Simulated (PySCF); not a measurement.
# GeH3O (SMILES [O][GeH3]) at UHF/6-31G(d,p) (Cartesian functions)

Aim: the vertical doublet–quartet gap of GeH3O at UHF/6-31G** (Cartesian functions), from 2 runs. The job is set up through a Python script.

The calculation is run with PySCF 2.14.0.

3 further runs of the same task are left out: 3 that didn't finish.

### Step 1. The system as given

GeH3O has 5 atoms, charge 0, and is taken as a doublet. SMILES: `[O][GeH3]`. Geometry: relaxed at PBE0-D4/def2-TZVP.

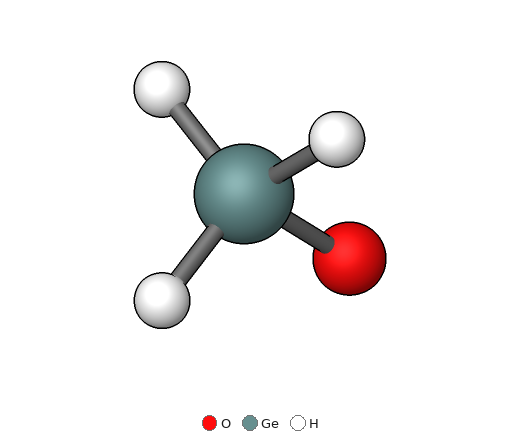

The structure, seen from a chosen angle (oxygen red, germanium teal, hydrogen white).

### Step 2. The response to a field at UHF/6-31G(d,p) (Cartesian functions)

calc.py

```python
# [O][GeH3]
import numpy
from pyscf import gto
from pyscf.prop.polarizability import uhf

mol = gto.M(
    atom='''
O   -1.443900   0.418600   0.777300
Ge   0.072300  -0.056300  -0.056900
H   -0.162200  -0.091200  -1.574700
H    0.548000  -1.418100   0.471500
H    1.035700   1.073400   0.341400
''',
    cart=True,
    spin=1,
    basis='6-31g**',
    max_memory=1860,
    verbose=3,
)

mf = mol.UHF()
mf.kernel()

etot = mf.e_tot
print('Final energy', etot)
pol = uhf.Polarizability(mf)
alpha = pol.polarizability()
print('isotropic polarizability %.4f bohr^3' % (numpy.trace(alpha) / 3))
alpha_w = pol.polarizability_with_freq(freq=0.0428)
beta = pol.hyper_polarizability()
```

On the command line:

```
$ OMP_NUM_THREADS=1 python calc.py
```

Standard output:

```text
converged SCF energy = -2151.63982888225  <S^2> = 0.75757621  2S+1 = 2.0075619
Final energy -2151.63982888225
isotropic polarizability 25.6001 bohr^3
```

Run time: 3.9 s. Hardware: 1 thread of Arm Neoverse V2, shared host; peak memory 0.14 GiB.

### Step 3. The quartet, same level

run.py

```python
import numpy
from pyscf import gto, scf
from pyscf.prop.polarizability import uhf

mol = gto.M(
    atom='''
O     -1.443900     0.418600     0.777300
Ge     0.072300    -0.056300    -0.056900
H     -0.162200    -0.091200    -1.574700
H      0.548000    -1.418100     0.471500
H      1.035700     1.073400     0.341400
''',
    charge=0,
    spin=3,
    verbose=3,
    max_memory=1860,
    cart=True,
    basis='6-31g**',
)

myscf = scf.UHF(mol)
myscf.kernel()
if not myscf.converged:
    myscf = myscf.newton().run(myscf.mo_coeff, myscf.mo_occ)

energy = myscf.e_tot
print('Final energy', energy)
pol = uhf.Polarizability(myscf)
alpha = pol.polarizability()
print('isotropic polarizability %.4f bohr^3' % (numpy.trace(alpha) / 3))
alpha_w = pol.polarizability_with_freq(freq=0.0428)
beta = pol.hyper_polarizability()
```

On the command line:

```
$ OMP_NUM_THREADS=1 python run.py
```

Standard output:

```text
WARN: HOMO 0.05838263841828 >= LUMO -0.352439821205647

converged SCF energy = -2151.4182193411  <S^2> = 3.7622871  2S+1 = 4.0061388
Final energy -2151.418219341095
isotropic polarizability 43.0488 bohr^3
```

Wall time 3.9 s (1 thread of Arm Neoverse V2, shared host); peak memory 0.14 GiB.

### Step 4. Results

At UHF/6-31G** (Cartesian functions):

```
                                        quantity           value
                           doublet: total energy  -2151.63983 Eh
                          doublet: dipole moment          2.25 D
     doublet: HOMO energy (highest over α and β)       -12.20 eV
      doublet: LUMO energy (lowest over α and β)         2.39 eV
                                   doublet: ⟨S²⟩           0.758
             doublet: mean static polarisability      25.6 bohr³
   doublet: mean polarisability at ω = 0.0428 Eh      25.2 bohr³
                           quartet: total energy  -2151.41822 Eh
                          quartet: dipole moment          2.33 D
     quartet: HOMO energy (highest over α and β)        -4.16 eV
      quartet: LUMO energy (lowest over α and β)        -0.59 eV
                                   quartet: ⟨S²⟩           3.762
             quartet: mean static polarisability      43.0 bohr³
   quartet: mean polarisability at ω = 0.0428 Eh      45.8 bohr³
vertical energy of the quartet above the doublet        6.030 eV
```

**Reading.** At this shape the quartet lies 6.03 eV (582 kJ/mol) above the doublet. Mulliken charges (doublet) run from -0.45 on O1 to +0.65 on Ge2; they depend strongly on the basis.
